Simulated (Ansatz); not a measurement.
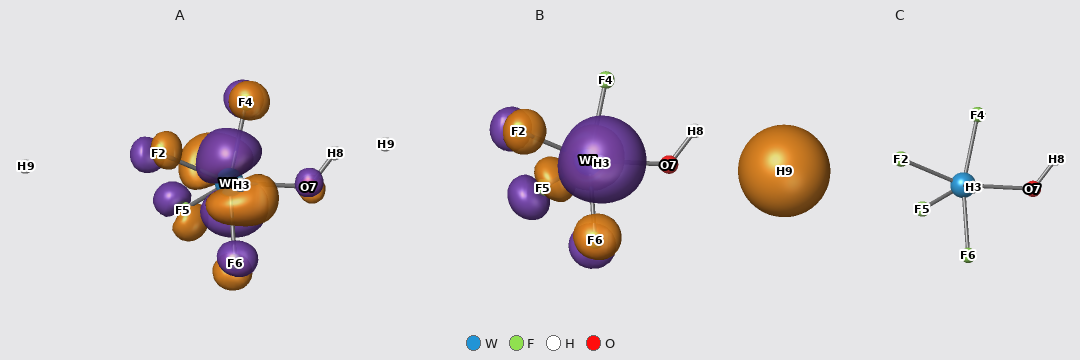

F₄H₂OW···H (doublet). Three frontier orbitals at ±0.15 Å⁻³ᐟ² (orange and purple are the two phases), in no order.

Core potentials replace the inner electrons of W.

Theory: UKS PBE/def2-SVP (Ansatz).

| atom | x (Å) | y (Å) | z (Å) |
| --- | --- | --- | --- |
| W | 0.0358 | 0.0129 | -0.1450 |
| F | 0.3563 | 0.4343 | 1.6559 |
| H | 1.6987 | -0.3772 | 0.0245 |
| F | 0.3035 | 1.8713 | -0.3421 |
| F | -1.7196 | -0.3592 | 0.4468 |
| F | 0.0846 | -1.8451 | -0.3910 |
| O | 0.0833 | 0.1293 | -2.0216 |
| H | 0.2652 | 0.9455 | -2.5281 |
| H | -0.7100 | -0.0194 | 4.5034 |

**Which picture is the HOMO−1, the HOMO and the LUMO? All are α orbitals.**

B is the HOMO−1 (α) (−8.19 eV). Its weight (Hirshfeld) is mainly on H3 (about 35 %), W1 (about 30 %), F6 (about 15 %), F5 (about 15 %) and F2 (about 10 %). C is the HOMO (α) (−7.21 eV). Its weight (Hirshfeld) is mainly on H9 (about 100 %). A is the LUMO (α) (−4.67 eV). By Hirshfeld shares it lies mainly on W1 (about 65 %), F4 (about 10 %), F6 (about 10 %) and F5 (about 10 %).

**What is the gap between the highest occupied and lowest empty α orbitals?**

2.54 eV between the orbital energies.
